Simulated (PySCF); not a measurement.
# C7H7F (4-fluorotoluene): the cost of one run

Programs: PySCF 2.14.0, with routines of our own; each step states its level. All values are computed. Atoms count from 0.

### Step 1. The system as given

15 atoms, charge 0, multiplicity 1; geometry from: GFN2-xTB.

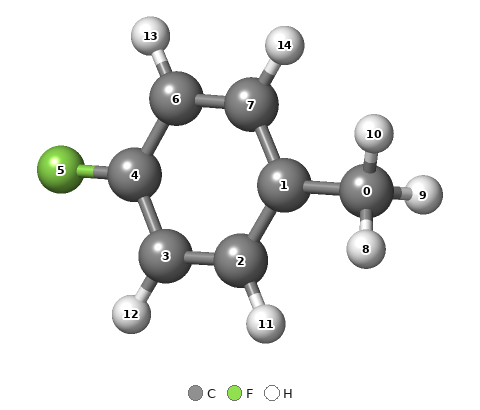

The starting geometry (carbon grey, fluorine green, hydrogen white).

### Step 2. Relaxing the molecule at PBE0-D3(BJ)/def2-SVP

Job settings and geometry (Å):

```
{"job": {"xc": "PBE0", "basis": "def2-SVP", "d3": "d3bj", "grid": 2, "kind": "geom"}, "charge": 0, "multiplicity": 1}
C      2.216246    -0.234843    -0.047558
C      0.727007    -0.074874    -0.002715
C     -0.098990    -1.180517     0.162199
C     -1.475318    -1.046310     0.185830
C     -2.021240     0.214989     0.038804
F     -3.365461     0.357217     0.062728
C     -1.228991     1.334834    -0.130756
C      0.145133     1.178813    -0.149860
H      2.533273    -1.085710     0.550342
H      2.541890    -0.404809    -1.074255
H      2.714541     0.659427     0.318525
H      0.340121    -2.161097     0.274011
H     -2.121393    -1.900165     0.315991
H     -1.686747     2.304861    -0.244457
H      0.775514     2.046175    -0.280742
```

Command:

```console
> OMP_NUM_THREADS=1 python excited_run.py task.json out
```

One launch serves the whole session: the jobs run in the order shown.

Q: Estimate the wall time and peak memory of this first job on 1 thread of Arm Neoverse V2, shared host.

About 50 s, with a peak of 0.72 GiB.
